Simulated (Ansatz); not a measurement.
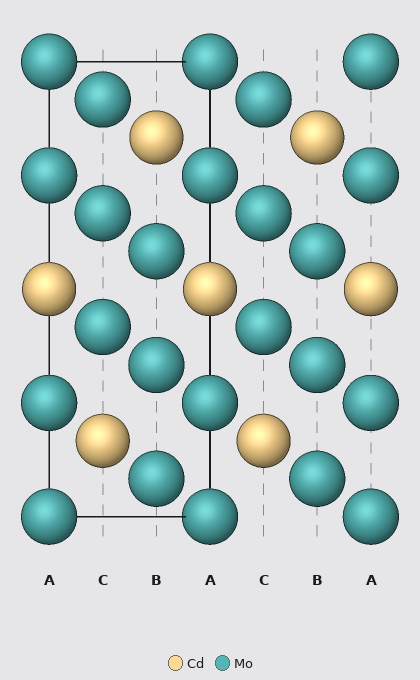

The picture looks along a close-packed row of the hexagonal mesh; [111] points upwards. The dashed lines mark the three columns A (0, 0), B (1/3, 2/3) and C (2/3, 1/3). The box is the hexagonal cell of the face-centred cubic lattice. The sequence starts with the first layer at or above the cell's origin.

CdMo₃ (space group Fm-3m, No. 225). Coordinates: the geometry relaxed with DFT PBE, scalar-relativistic, plane waves, PAW in Ansatz; the starting structure was generated, so it need not be a known form of this composition.

Q: Give the sequence of layers in one repeat, with element and column.

A: Mo(A) – Mo(B) – Cd(C) – Mo(A) – Mo(B) – Mo(C) – Cd(A) – Mo(B) – Mo(C) – Mo(A) – Cd(B) – Mo(C) (twelve layers in 11.16 Å).

Heights of the layers:

```
layer  atoms (column)  height (Å)  to next (Å)
    1           Mo(A)        0.00         0.93
    2           Mo(B)        0.93         0.93
    3           Cd(C)        1.86         0.93
    4           Mo(A)        2.79         0.93
    5           Mo(B)        3.72         0.93
    6           Mo(C)        4.65         0.93
    7           Cd(A)        5.58         0.93
    8           Mo(B)        6.51         0.93
    9           Mo(C)        7.44         0.93
   10           Mo(A)        8.37         0.93
   11           Cd(B)        9.30         0.93
   12           Mo(C)       10.23         0.93
```
